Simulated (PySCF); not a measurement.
C₅H₉BOSi

Input

```
{"job": {"kind": "uv", "xc": "CAM-B3LYP", "basis": "def2-SVPD", "nstates": 8, "ntriplets": 3}, "charge": 0, "multiplicity": 1}
C     -2.654604     0.668678    -0.963426
C     -1.835262    -0.338805    -0.728842
C     -1.012667    -0.492620     0.514310
C      0.435398    -0.290651     0.180318
C      1.397284    -1.226628     0.265385
B      2.789745    -0.678856    -0.188116
O      2.722756     0.619279    -0.568970
Si     1.223328     1.305850    -0.474022
H     -2.806383     1.455328    -0.242180
H     -3.215591     0.747475    -1.879381
H     -1.695527    -1.116099    -1.468799
H     -1.321993     0.253081     1.251024
H     -1.164011    -1.491398     0.935265
H      1.180020    -2.229063     0.615550
H      3.813535    -1.245043    -0.232654
H      1.305352     2.383713     0.504847
H      0.831621     1.687790    -1.824313
```

Launched as:

```sh
OMP_NUM_THREADS=1 python probes_run.py task.json out
```

Geometry: GFN2-xTB.

Level of theory: CAM-B3LYP/def2-SVPD, SCF density, gas phase in PySCF.

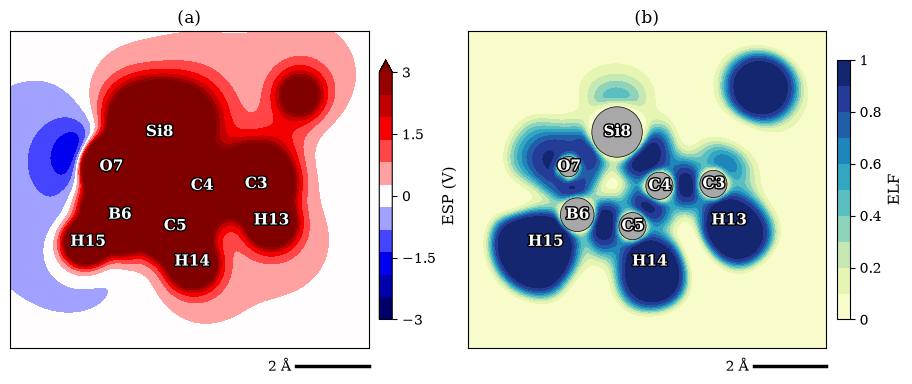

Figure 1. (a) electrostatic potential; (b) electron localisation function on the plane of atoms C4, C5 and B6. Grey discs cover the atomic cores in the ELF map.

Question: Interpret the plot.

Answer:
- The plane passes through C, B, O, Si and H nuclei.
- C–C (1.34 Å): the ELF peaks at about 0.90 between the atoms (a short, multiple covalent bond).
- B–O (1.35 Å): the ELF peaks at about 0.90 between the atoms; a short, strongly polar bond.
- C–B (1.56 Å): the ELF peaks at about 1 between the atoms, as expected for localised, covalent bonding.
- Si–O (1.65 Å): the ELF peaks at about 0.90 between the atoms; a shared but strongly polarised pair.
- C–Si (1.90 Å): the ELF peaks at about 0.95 between the atoms: a shared electron pair.
- The ELF also peaks beside O7, away from the bonds: lone-pair regions.
- Outside the dense part of the molecule the potential is most negative (−1.8 V) near O7.

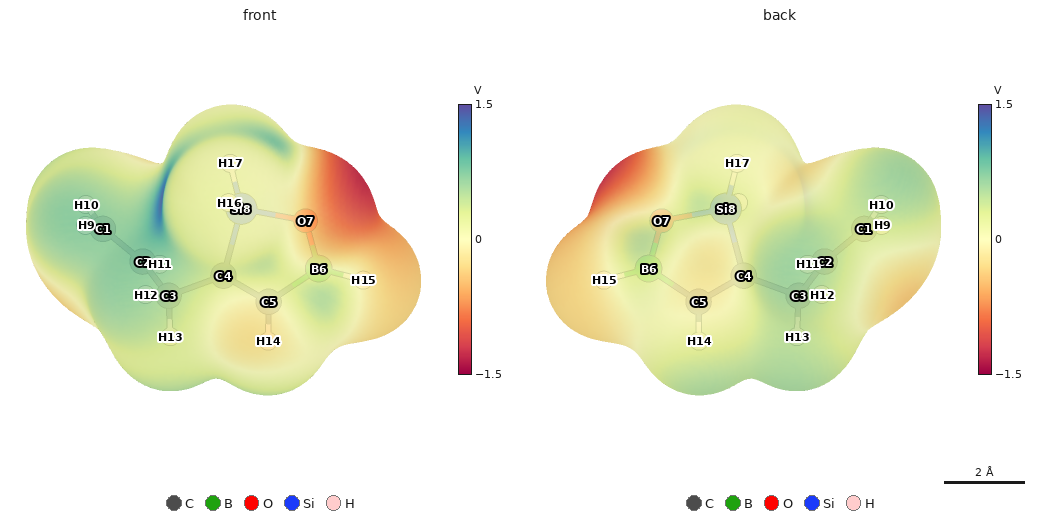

Figure 2. The electrostatic potential painted on the density surface at 0.001 e/bohr³, seen from the front and from behind; the colour scale runs from red (negative) to blue (positive).

Question: Describe the electrostatic potential map.

Answer: The most negative region (about −1.2 V) lies over O7, the most positive (about +1.2 V) over Si8. O7 is the likeliest acceptor of a hydrogen bond.
